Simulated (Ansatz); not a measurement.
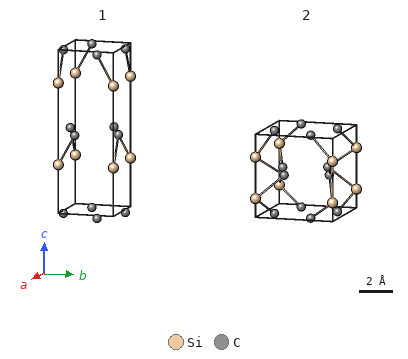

Two geometries of a crystal of SiC4 (a generated structure, set up in P4cc) (coarse preliminary run), drawn at one scale. One is the start of a relaxation, the other its converged end. The picture is a ball-and-stick view of the cell of the calculation, seen slightly off an axis.

All numbers below come from Ansatz, DFT PBE, scalar-relativistic, plane waves, PAW. Settings: plane-wave cutoff 420 eV; k-point mesh 4 × 4 × 4; occupations gaussian; smearing width 0.1 eV; no spin polarisation; cell and atoms relaxed; force threshold 0.04 eV/Å; at most 70 steps.

**Which one is relaxed?**

Structure 1 is the relaxed one. Over 40 accepted moves (47 points after the start) the energy falls by 2709 meV per atom. Largest force component: 1.2 eV/Å at the start, 0.0097 eV/Å at the end. Pressure: −19.80 GPa at the start and 0.00 GPa at the end. The line search rejected the trial steps at points 17, 28, 33 of the run. At 4 points the geometry stayed and the basis and grid were re-selected for the new cell (energy shift of 186 meV per atom at most each time). The largest moves relative to the cell, 0.73 Å, are those of Si atoms. Largest moves by element: Si 0.73 Å, C 0.55 Å. The drawn cell changes as follows: a = b 4.912 → 3.511 Å (−28.5 %), c 5.134 → 10.119 Å (+97.1 %); the volume changes by +0.7 %. Some distances before and after: Si–Si 2.567 → 5.060 Å, C–C 3.519 → 2.093 Å, C–Si 2.103 → 3.355 Å, C–C 2.488 → 1.480 Å. New bonds form, among them: C–C (2.20 → 1.42 Å), C–C (2.49 → 1.48 Å). Bonds break, among them: C–Si (2.10 → 3.35 Å), Si–Si (2.57 → 5.06 Å). Bond angles that change, for instance: C–Si–C 102.4° → 58.4°. The space group (tolerance 0.01 Å) goes from P4cc (No. 103) to P4mm (No. 99). Cost: 5 min on 1 thread of Arm Neoverse V1, on a shared host, peak memory 0.34 GiB.
